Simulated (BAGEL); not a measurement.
# C2H3B (SMILES BC#C) at PBE0/aug-cc-pVDZ (density fitting with qzvpp-jkfit)

Aim: the energy change on altering one bond length of C2H3B at PBE0/aug-cc-pVDZ (density fitting with qzvpp-jkfit), from 2 runs. 

The results are computed with BAGEL 1.2.2.

2 further runs of the same task are left out: 2 set aside as unsound or not needed. Runs told in other sessions of the task aren't counted.

## Step 1: Starting point

The species is C2H3B (6 atoms), meant as a singlet with charge 0. As SMILES, `BC#C`. The coordinates come from a PBE0-D4/def2-TZVP relaxation.

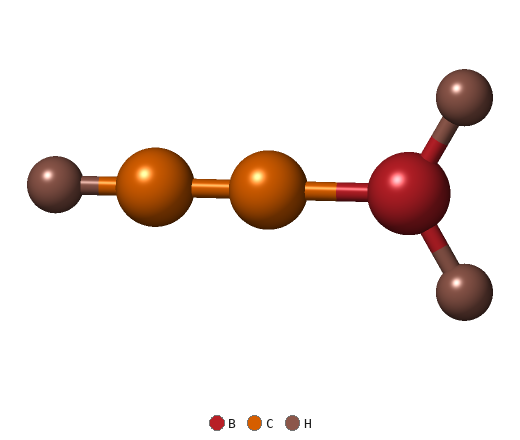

Viewed from a chosen angle; boron red, carbon orange, hydrogen brown.

## Step 2: The energy at PBE0/aug-cc-pVDZ (density fitting with qzvpp-jkfit)

Contents of input.json:

```json
{ "bagel" : [

{
  "title" : "molecule",
  "basis" : "aug-cc-pvdz.json",
  "df_basis" : "qzvpp-jkfit",
  "angstrom" : true,
  "geometry" : [
    { "atom" : "B", "xyz" : [   -0.830400,    0.647300,   -0.394300 ] },
    { "atom" : "C", "xyz" : [    0.278600,   -0.224100,    0.117900 ] },
    { "atom" : "C", "xyz" : [    1.172700,   -0.926600,    0.530500 ] },
    { "atom" : "H", "xyz" : [   -1.756200,    0.156700,   -0.965700 ] },
    { "atom" : "H", "xyz" : [   -0.783300,    1.828200,   -0.228600 ] },
    { "atom" : "H", "xyz" : [    1.960800,   -1.545600,    0.894000 ] }
  ]
},
{
  "title" : "ks",
  "xc_func" : "pbe0"
},
{
  "title" : "print",
  "file" : "orbitals.molden",
  "orbitals" : true
}

]}
```

The basis set aug-cc-pVDZ is read from a file made from the Basis Set Exchange's data (not shown).

The run is started by

```console
$ BAGEL_NUM_THREADS=1 BAGEL input.json > input.out
```

Log:

```text
* using 1 threads per process

  ===============================================================
  ===============================================================

  *** Geometry ***

  { "atom" : "B", "xyz" : [     -1.569229,      1.223220,     -0.745119 ] },
  { "atom" : "C", "xyz" : [      0.526478,     -0.423488,      0.222799 ] },
  { "atom" : "C", "xyz" : [      2.216082,     -1.751020,      1.002500 ] },
  { "atom" : "H", "xyz" : [     -3.318737,      0.296120,     -1.824909 ] },
  { "atom" : "H", "xyz" : [     -1.480222,      3.454797,     -0.431991 ] },
  { "atom" : "H", "xyz" : [      3.705375,     -2.920761,      1.689415 ] },

  Number of auxiliary basis functions:      279

  Since a DF basis is specified, we compute 2- and 3-index integrals:
    o Being stored without compression. Storage requirement is 0.021 GB

  Number of basis functions:       96
  Number of electrons      :       20

    * METHOD: MOLECULE                             0.08

  *** Kohn-Sham DFT ***

    * Removing 8737 points whose weight is below 1.00e-10
    * Grid points: 80699

  === Nuclear Repulsion ===
    46.7381231439

       - DIIS with orbital gradients will be used.

  === KS iteration (pbe0 / aug-cc-pvdz.json) ===
      0        -80.86108239          0.08505317           0.17
      1        -77.57786184          0.11640657           0.17
      2        -83.90516930          0.10652629           0.17
      3       -101.14045766          0.06533871           0.17
      4       -102.32591861          0.03284981           0.17
      5       -101.59511927          0.05872002           0.17
      6       -101.48643043          0.06139597           0.17
      7       -102.20114468          0.03999155           0.17
      8       -102.63287408          0.00549116           0.17
      9       -102.64348611          0.00046994           0.17
     10       -102.64352745          0.00042927           0.17
     11       -102.64358220          0.00005130           0.17
     12       -102.64358339          0.00001750           0.17
     13       -102.64358355          0.00000398           0.17
     14       -102.64358355          0.00000258           0.17
     15       -102.64358355          0.00000038           0.17
     16       -102.64358355          0.00000006           0.17
     17       -102.64358355          0.00000000           0.17
    * SCF iteration converged.

    * Permanent dipole moment:
           (   -0.280340,     0.220135,    -0.129234) a.u.

    * METHOD: KS                                   3.34

    * METHOD: PRINT                                0.01

  ===============================================================
```

Wall time 3.6 s (1 thread of Arm Neoverse V2, shared host); peak memory 0.36 GiB.

## Step 3: The distorted shape

Contents of dft.json:

```json
{ "bagel": [

{
  "title": "molecule",
  "basis": "aug-cc-pvdz.json",
  "df_basis": "qzvpp-jkfit",
  "angstrom": true,
  "geometry": [
    { "atom": "B", "xyz": [      -1.460856,       1.142481,      -0.685089 ] },
    { "atom": "C", "xyz": [      -0.351856,       0.271081,      -0.172889 ] },
    { "atom": "C", "xyz": [       0.542244,      -0.431419,       0.239711 ] },
    { "atom": "H", "xyz": [      -2.386656,       0.651881,      -1.256489 ] },
    { "atom": "H", "xyz": [      -1.413756,       2.323381,      -0.519389 ] },
    { "atom": "H", "xyz": [       1.960800,      -1.545600,       0.894000 ] }
  ]
},

{
  "title": "ks",
  "xc_func": "pbe0"
},

{
  "title": "print",
  "file": "orbitals.molden",
  "orbitals": true
}

]}
```

The basis set aug-cc-pVDZ is read from a file made from the Basis Set Exchange's data (not shown).

The run is started by

```console
$ BAGEL_NUM_THREADS=1 BAGEL dft.json > dft.out
```

Log:

```text
* using 1 threads per process

  ===============================================================
  ===============================================================

  *** Geometry ***

  { "atom" : "B", "xyz" : [     -2.760618,      2.158976,     -1.294631 ] },
  { "atom" : "C", "xyz" : [     -0.664911,      0.512269,     -0.326713 ] },
  { "atom" : "C", "xyz" : [      1.024693,     -0.815264,      0.452988 ] },
  { "atom" : "H", "xyz" : [     -4.510126,      1.231877,     -2.374420 ] },
  { "atom" : "H", "xyz" : [     -2.671612,      4.390554,     -0.981503 ] },
  { "atom" : "H", "xyz" : [      3.705375,     -2.920761,      1.689415 ] },

  Number of auxiliary basis functions:      279

  Since a DF basis is specified, we compute 2- and 3-index integrals:
    o Being stored without compression. Storage requirement is 0.021 GB

  Number of basis functions:       96
  Number of electrons      :       20

    * METHOD: MOLECULE                             0.07

  *** Kohn-Sham DFT ***

    * Removing 8054 points whose weight is below 1.00e-10
    * Grid points: 81382

  === Nuclear Repulsion ===
    44.8681005641

       - DIIS with orbital gradients will be used.

  === KS iteration (pbe0 / aug-cc-pvdz.json) ===
      0        -80.83500746          0.08146608           0.17
      1        -78.63776391          0.11487539           0.17
      2        -83.03511750          0.10248633           0.17
      3       -100.37186645          0.07267309           0.17
      4       -102.26042933          0.02621662           0.17
      5       -101.01367254          0.06734796           0.17
      6       -101.07609482          0.06602605           0.17
      7       -101.92318331          0.04330627           0.17
      8       -102.48271771          0.00457738           0.17
      9       -102.49076698          0.00166058           0.17
     10       -102.49191861          0.00098427           0.17
     11       -102.49237885          0.00020860           0.17
     12       -102.49239569          0.00003186           0.17
     13       -102.49239610          0.00000655           0.17
     14       -102.49239611          0.00000433           0.17
     15       -102.49239612          0.00000117           0.17
     16       -102.49239612          0.00000086           0.17
     17       -102.49239612          0.00000074           0.17
     18       -102.49239612          0.00000008           0.17
     19       -102.49239612          0.00000002           0.17
     20       -102.49239612          0.00000000           0.17
    * SCF iteration converged.

    * Permanent dipole moment:
           (   -0.533881,     0.419256,    -0.246163) a.u.

    * METHOD: KS                                   3.86

    * METHOD: PRINT                                0.01

  ===============================================================
```

It took 4.2 s on 1 thread of Arm Neoverse V2, shared host; peak memory 0.36 GiB.

## Step 4: What came out

Level: PBE0/aug-cc-pVDZ (density fitting with qzvpp-jkfit).

| quantity | value |
| --- | --- |
| first shape: total energy | -102.64358 Eh |
| first shape: dipole moment | 0.96 D |
| first shape: HOMO energy | -8.08 eV |
| first shape: LUMO energy | -2.42 eV |
| first shape: HOMO–LUMO gap | 5.66 eV |
| distorted shape: total energy | -102.49240 Eh |
| distorted shape: dipole moment | 1.84 D |
| distorted shape: HOMO energy | -7.95 eV |
| distorted shape: LUMO energy | -3.84 eV |
| distorted shape: HOMO–LUMO gap | 4.11 eV |
| energy change with the C3–H6 bond stretched from 1.066 to 1.919 Å | 4.114 eV |

What this shows: With the C3–H6 bond stretched from 1.066 to 1.919 Å the energy rises by 4.11 eV (95 kcal/mol). The first shape isn't relaxed at this level, so the change isn't measured from a minimum. A restricted reference can't describe the breaking bond well at this length.
